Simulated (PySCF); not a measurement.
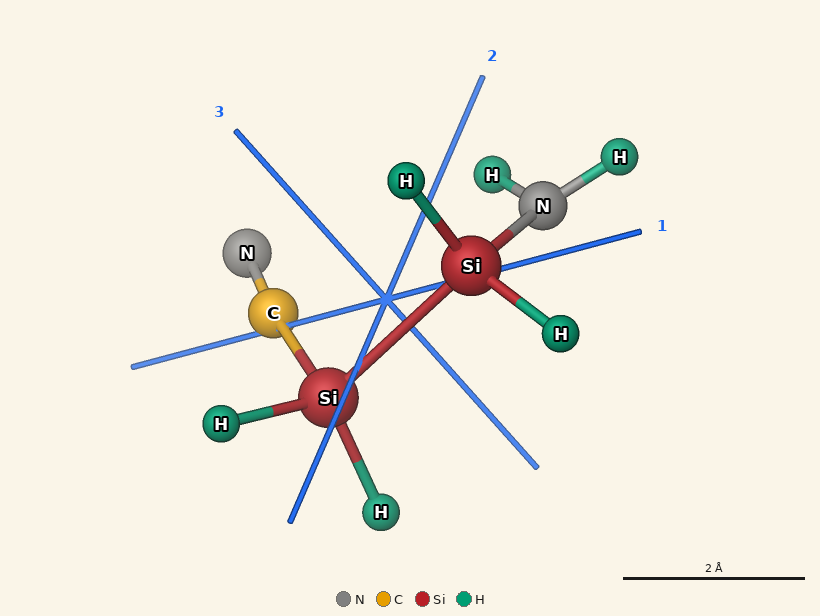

The three principal axes of inertia are drawn and numbered. Atoms fade into the background with distance from the viewer. The computed structure is the end point of a PBE0-D3(BJ)/def2-SVP optimisation. No frequency run is at hand to confirm it as a minimum. Masses are those of the most abundant isotopes; constants are for the rigid equilibrium geometry.

**Which line is the a axis (least moment of inertia), which b and which c?**

a is line 1, b is line 2, c is line 3; the moments are 116, 248, 338 u Å².

**Classify the rotor and give the rotational constants (MHz).**

An asymmetric top (C1): A = 4340, B = 2035, C = 1493 MHz. Ray's parameter κ is −0.62, nearer the prolate limit.
